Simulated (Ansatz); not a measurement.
**InF (SMILES [F][In]): wB97X/STO-3G**

What is the electronic atomisation energy of InF at wB97X/STO-3G? 

Program for the calculation: Ansatz 0.2.0.

39 further runs of the same task are left out: 3 that didn't finish, 36 set aside as unsound or not needed.

### Step 1. The structure to begin with

InF: 2 atoms, total charge 0, spin state singlet. SMILES: `[F][In]`. Geometry: relaxed at PBE0-D4/def2-TZVP.

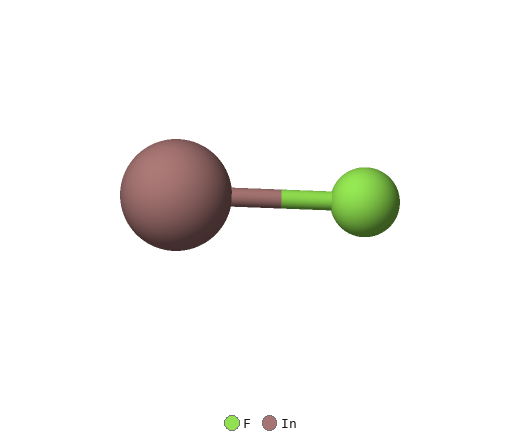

The structure, seen from a chosen angle (fluorine green, indium brown).

### Step 2. The energy at wB97X/STO-3G

Input file run.yaml:

```yaml
crystal:
  periodic: [false, false, false]
  atoms:
    - symbol: F
      position_ang: [0.000000, 0.000000, 0.015910]
    - symbol: In
      position_ang: [-0.000000, -0.000000, 2.009580]
basis:
  gaussian:
    orbitals: STO-3G
hamiltonian:
  xc: {name: wB97X}
accuracy: high
```

The run is started by

```bash
$ ansatz run run.yaml --threads 1 --pin off --max-ram 3480MiB --events-out events.jsonl --progress --plain --runs-dir runs
```

What it wrote:

```text
Warning: RAYON_NUM_THREADS=1 ignored (pool sized by the plan → 1); use --threads N
Functional definition: wB97X
  name "wB97X"
  parameter omega = 0.3/bohr
  parameter cx = 0.157706
  parameter cx1 = 0.726479
  parameter cx2 = 1.04760
  parameter cx3 = -5.70635
  parameter cx4 = 13.2794
  parameter css1 = -4.33879
  parameter css2 = 18.2308
  parameter css3 = -31.7430
  parameter css4 = 17.2901
  parameter cos1 = 2.37031
  parameter cos2 = -11.3995
  parameter cos3 = 6.58405
  parameter cos4 = -3.78132
  exchange = spin_sum(e_x_unif_sr(omega)*poly(b97_u_x, 1 - cx, cx1, cx2, cx3, cx4)) + cx*exact_x_sr(omega)
      + exact_x_lr(omega)
  correlation = spin_sum(e_c_pw_same_spin*poly(b97_u_same, 1, css1, css2, css3, css4))
      + integral(e_c_pw_opposite_spin*poly(b97_u_opposite, 1, cos1, cos2, cos3, cos4))
564 factors; integrals over basis functions are off by at most 4.7e-9 eV
114 factors; integrals over basis functions are off by at most 5.9e-10 eV
mean field evaluation 1: about -157370.1185 eV, gradient 2.0e1 eV
mean field evaluation 2: about -157360.3586 eV, gradient 7.1e1 eV
mean field evaluation 4: about -157372.8940 eV, gradient 4.3e-1 eV
mean field evaluation 8: about -157372.8501 eV, gradient 1.3e-2 eV
mean field evaluation 16: about -157372.8501 eV, gradient 1.2e-7 eV
mean field -157372.85010412 eV, -5783.3455701775 hartree, gradient 1.4e-8 eV, S^2 0.000000; 0 other end points of the search recorded, 0 dependent functions left out
reference -157372.85010280 eV, -5783.3455701289 hartree; 29, 29 occupied and 3, 3 virtual orbitals, 564 factors
Total energy: -157372.85010280 eV, -5783.3455701289 hartree
```

It took 4.2 s on 1 thread of Arm Neoverse V2, shared host; peak memory 0.21 GiB.

### Step 3. The F atom at the same level

Input file job.yaml:

```yaml
crystal:
  periodic: [false, false, false]
  atoms:
    - {symbol: F, position_ang: [0.000000, 0.000000, 0.000000]}
basis:
  gaussian: {orbitals: STO-3G}
magnetization: {spin_polarized: true, initial_magnetization: 1}
hamiltonian: {xc: {name: wB97X}}
accuracy: high
```

Run the same way, it converges to -98.27280 Eh (log not shown).

### Step 4. The In atom at the same level

Input file molecule.yaml:

```yaml
basis:
  gaussian:
    orbitals: STO-3G
crystal:
  periodic: [false, false, false]
  atoms:
    - {symbol: In, position_ang: [0.000000, 0.000000, 0.000000]}
magnetization:
  spin_polarized: true
  initial_magnetization: 1
hamiltonian:
  xc: {name: wB97X}
accuracy: high
```

Run the same way, it converges to -5684.87055 Eh (log not shown).

### Step 5. What came out

Level: wB97X/STO-3G.

```
                     quantity           value
       molecule: total energy  -5783.34557 Eh
         F atom: total energy    -98.27280 Eh
                 F atom: ⟨S²⟩           0.750
        In atom: total energy  -5684.87055 Eh
                In atom: ⟨S²⟩           0.750
electronic atomisation energy        5.503 eV
```

In words: Taking the molecule apart into free atoms costs 5.50 eV (127 kcal/mol), before zero-point energy and without spin-orbit coupling. In a minimal basis such a difference can be off by several eV, whatever the method. Relativity is left out (molecule) although the molecule holds a heavy atom. Relativity is left out (In atom) although the molecule holds a heavy atom.
